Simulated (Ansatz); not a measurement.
System: H12O4Zn4···H2 (Zn4O4 wurtzite atom sphere).

Input file:

```
crystal:
  periodic: [false, false, false]
  atoms:
    - {symbol: Zn, position_ang: [-1.336678, 0.193920, -1.816364]}
    - {symbol: O, position_ang: [-1.163870, -1.044696, 1.476593]}
    - {symbol: Zn, position_ang: [0.496895, -1.791404, -1.826819]}
    - {symbol: O, position_ang: [0.783723, 0.151035, -2.130293]}
    - {symbol: O, position_ang: [1.223864, 0.458065, 0.887514]}
    - {symbol: Zn, position_ang: [0.138838, 0.204172, 2.498147]}
    - {symbol: Zn, position_ang: [0.700908, 1.579093, -0.652891]}
    - {symbol: O, position_ang: [-1.185608, 1.752721, 1.967819]}
    - {symbol: H, position_ang: [-0.950002, -1.420820, -1.014266]}
    - {symbol: H, position_ang: [-2.349109, 0.202812, -2.986085]}
    - {symbol: H, position_ang: [-1.017351, -1.188481, 0.506031]}
    - {symbol: H, position_ang: [-1.486552, -1.882229, 1.834018]}
    - {symbol: H, position_ang: [1.725351, -2.221751, -0.081574]}
    - {symbol: H, position_ang: [1.110674, -3.011174, -2.538638]}
    - {symbol: H, position_ang: [1.152405, 0.439708, -2.977110]}
    - {symbol: H, position_ang: [1.564100, -1.514636, 0.188089]}
    - {symbol: H, position_ang: [2.163043, 0.566184, 1.091098]}
    - {symbol: H, position_ang: [0.494833, -0.063558, 3.975303]}
    - {symbol: H, position_ang: [-1.083563, 1.242943, -0.520632]}
    - {symbol: H, position_ang: [1.212715, 3.023703, -0.913875]}
    - {symbol: H, position_ang: [-1.367817, 1.618219, 1.006370]}
    - {symbol: H, position_ang: [-0.859399, 2.662773, 2.029265]}
basis:
  gaussian: {orbitals: def2-TZVP, initial_orbitals: start.molden}
hamiltonian: {xc: pbe0, dispersion: d4}
scf: {omitted_lower_state_checks: [starts]}
output: {forces: true, orbitals: {seedname: orbitals}}
```

Launched as:

```sh
ansatz run in.yaml --threads 2 --pin off --events-out ev --progress --plain --max-ram 32768MiB --backend cuda --devices 0, --max-vram 18GiB
```

Geometry: r2SCAN-D4/def2-SVP; not at a stationary point (largest force 0.7 eV/Å).

All numbers below come from Ansatz, RKS PBE0-D4/def2-TZVP.

> What can the converged electron density and electron localisation function tell about the bonding?

Zn–O (2.11 Å): ρ is about 0.4 e/Å³ halfway; the ELF peaks at about 0.90 in the valence shell of O, 0.6 Å from its nucleus, and is about 0.10 at the midpoint.
O–H (0.99 Å): ρ is about 3.7 e/Å³ halfway; the ELF climbs to about 1 towards the hydrogen, as it does in any bond to H; an ordinary covalent bond to hydrogen.

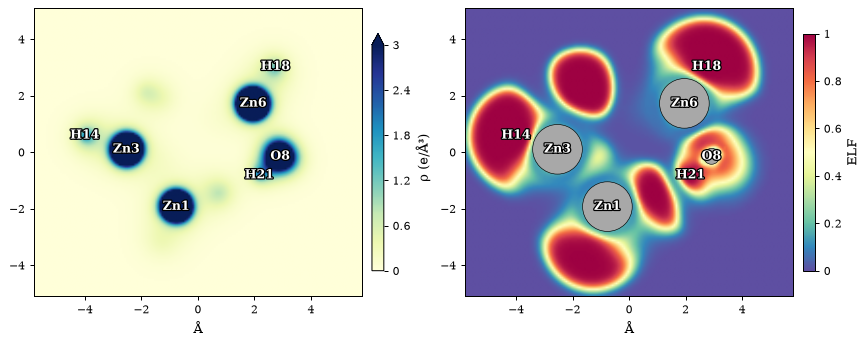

Computed electron density and electron localisation function on the plane of atoms Zn6, O8 and H21, in this order. Grey discs cover the atomic cores in the ELF map. 
